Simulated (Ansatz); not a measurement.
**TiO2 (titanium dioxide): HF/STO-3G**

Aim: the vertical ionisation energy of TiO2 (titanium dioxide) at HF/STO-3G, from 2 runs. 

The results are computed with Ansatz 0.2.0.

**1. The system as given**

TiO2: 3 atoms, total charge 0, spin state singlet. SMILES: `[O]=[Ti]=[O]`. The coordinates come from a PBE0-D4/def2-TZVP relaxation.

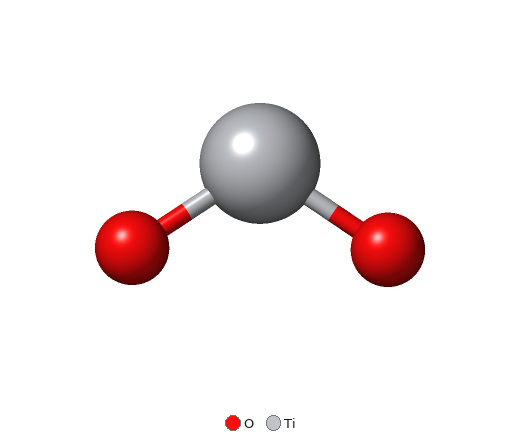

The structure, seen from a chosen angle (oxygen red, titanium light grey).

**2. The energy at HF/STO-3G**

Input file job.yaml:

```yaml
crystal:
  periodic: [false, false, false]
  atoms:
    - {symbol: O, position_ang: [0.921000, 0.928800, 0.444600]}
    - {symbol: Ti, position_ang: [0.135000, -0.492000, 0.331600]}
    - {symbol: O, position_ang: [-1.056100, -0.436800, -0.776200]}
basis:
  gaussian:
    orbitals: STO-3G
hamiltonian:
  xc: hf
accuracy: high
output: {orbitals: {seedname: orbitals}}
```

Started as:

```bash
$ ansatz run job.yaml --threads 1 --pin off --max-ram 3480MiB --events-out events.jsonl --progress --plain --runs-dir runs
```

The log of the run:

```text
Warning: RAYON_NUM_THREADS=1 ignored (pool sized by the plan → 1); use --threads N
Functional definition: HF
  name "HF"
  exchange = exact_x
  correlation = 0
589 factors; integrals over basis functions are off by at most 1.5e-8 eV
mean field evaluation 1: about -26856.3781 eV, gradient 6.0e1 eV
mean field evaluation 2: about -26856.4118 eV, gradient 6.1e1 eV
mean field evaluation 4: about -26869.6724 eV, gradient 4.8e0 eV
mean field evaluation 8: about -26869.9665 eV, gradient 2.2e-1 eV
mean field evaluation 16: about -26869.9541 eV, gradient 1.9e-8 eV
mean field evaluation 32: about -26860.6887 eV, gradient 4.9e0 eV
mean field -26869.95411883 eV, -987.4526007581 hartree, gradient 1.9e-8 eV, S^2 0.000000; 0 other end points of the search recorded, 0 dependent functions left out
reference -26869.95411883 eV, -987.4526007581 hartree; 19, 19 occupied and 9, 9 virtual orbitals, 589 factors
Total energy: -26869.95411883 eV, -987.4526007581 hartree
```

It took 0.28 s on 1 thread of Arm Neoverse V2, shared host.

**3. The doublet cation**

Input file input.yaml:

```yaml
crystal:
  periodic: [false, false, false]
  atoms:
    - {symbol: O, position_ang: [0.921000, 0.928800, 0.444600]}
    - {symbol: Ti, position_ang: [0.135000, -0.492000, 0.331600]}
    - {symbol: O, position_ang: [-1.056100, -0.436800, -0.776200]}
basis:
  gaussian:
    orbitals: STO-3G
total_charge: 1
magnetization:
  spin_polarized: true
  initial_magnetization: 1
hamiltonian:
  xc: hf
accuracy: high
output: {orbitals: {seedname: orbitals}}
```

Started as:

```bash
$ ansatz run input.yaml --threads 1 --pin off --max-ram 3480MiB --events-out events.jsonl --progress --plain --runs-dir runs
```

The log of the run (excerpt; [...] marks lines left out):

```text
Warning: RAYON_NUM_THREADS=1 ignored (pool sized by the plan → 1); use --threads N
Functional definition: HF
  name "HF"
[...]
589 factors; integrals over basis functions are off by at most 1.5e-8 eV
[...]
mean field -26865.71158180 eV, -987.2966903977 hartree, gradient 6.4e-8 eV, S^2 1.028489; 2 other end points of the search recorded, 0 dependent functions left out
reference -26865.71158180 eV, -987.2966903977 hartree; 19, 18 occupied and 9, 10 virtual orbitals, 589 factors
Total energy: -26865.71158180 eV, -987.2966903977 hartree
```

It took 1.1 s on 1 thread of Arm Neoverse V2, shared host.

**4. What came out**

Level: HF/STO-3G.

| quantity | value |
| --- | --- |
| singlet TiO2: total energy | -987.45260 Eh |
| singlet TiO2: HOMO energy | -6.47 eV |
| singlet TiO2: LUMO energy | 3.17 eV |
| singlet TiO2: HOMO–LUMO gap | 9.64 eV |
| doublet cation: total energy | -987.29669 Eh |
| doublet cation: HOMO energy (highest over α and β) | -14.79 eV |
| doublet cation: LUMO energy (lowest over α and β) | -4.53 eV |
| doublet cation: ⟨S²⟩ | 1.028 |
| vertical ionisation energy (to the doublet cation) | 4.243 eV |

Removing an electron at fixed nuclei costs 4.24 eV (409 kJ/mol). −ε(HOMO) before ionisation, 6.47 eV, is 2.23 eV above this ionisation energy. In a minimal basis such a difference can be off by several eV, whatever the method. ⟨S²⟩ (doublet cation) is 1.03 where a pure doublet has 0.75: the reference is spin-contaminated.
